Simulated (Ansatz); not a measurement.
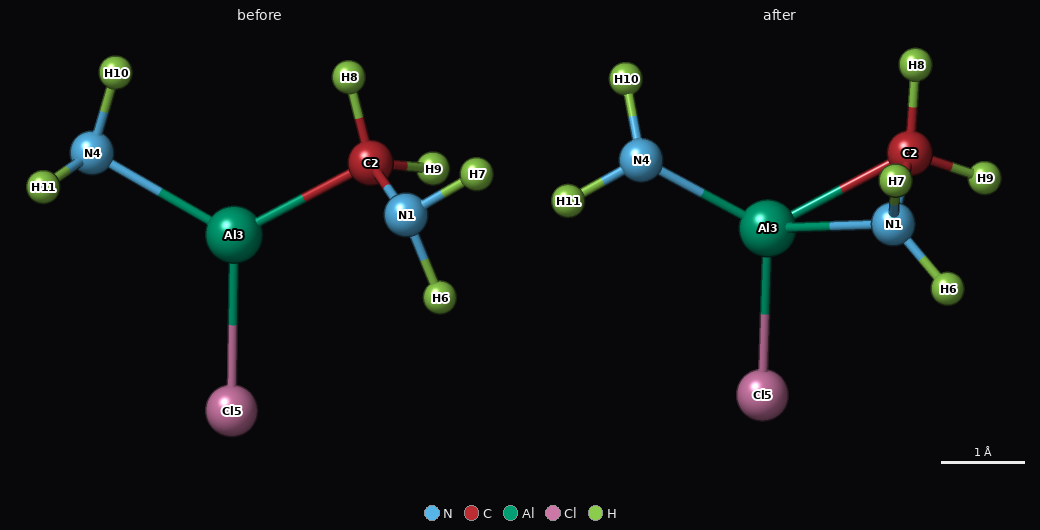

The structure of CH6AlClN2 (coarse preliminary run) before (left) and after (right) a relaxation, at one scale.

A ball-and-stick model, seen at a tilt.

The start comes from a force field.

These are results of Ansatz 0.2.0, RKS PBE-D4/def2-SVP, not measurements.

Input
```yaml
crystal:
  periodic: [false, false, false]
  atoms:
    - {symbol: N, position_ang: [-1.449400, 0.422100, 1.075000]}
    - {symbol: C, position_ang: [-1.005400, -0.284300, -0.085300]}
    - {symbol: Al, position_ang: [0.785900, 0.366100, -0.604500]}
    - {symbol: N, position_ang: [2.378800, -0.824400, -0.550100]}
    - {symbol: Cl, position_ang: [1.117200, 2.465000, -1.202300]}
    - {symbol: H, position_ang: [-1.713000, 1.457000, 0.746600]}
    - {symbol: H, position_ang: [-2.382000, 0.043000, 1.353300]}
    - {symbol: H, position_ang: [-0.885900, -1.341300, 0.169400]}
    - {symbol: H, position_ang: [-1.685800, -0.146400, -0.907600]}
    - {symbol: H, position_ang: [1.947300, -1.747200, -0.166400]}
    - {symbol: H, position_ang: [2.957700, -0.466500, 0.192400]}
basis:
  gaussian: {orbitals: def2-SVP}
hamiltonian: {xc: pbe, dispersion: d4}
relax: {f_tol: 0.03, max_steps: 200}
```

Launched with:
```bash
ansatz run in.yaml --threads 4 --pin off --events-out ev --progress --plain --max-ram 10444MiB
```

**Summarise the run.**

Over 17 accepted moves (20 points after the start) the energy falls by 1.171 eV. The largest force component goes from 3.6 to 0.03 eV/Å. The line search rejected the trial steps at points 4, 10, 14 of the run. The largest move after the best rigid fit is that of H7, 1.24 Å. By element the largest moves are H 1.24 Å, N 0.76 Å, C 0.47 Å, Al 0.24 Å, Cl 0.23 Å. Among the contacts that change: N1–Al3 2.797 → 2.040 Å, Al3–N4 1.989 → 1.791 Å, N1–C2 1.429 → 1.542 Å, N1–H6 1.117 → 1.027 Å. Among the angles between lasting bonds that change: N1–C2–Al3 109.4° → 70.4°, Al3–N4–H10 101.5° → 123.6°, Al3–N4–H11 105.5° → 123.5°. Groups turn about N1–C2 by about 50°.
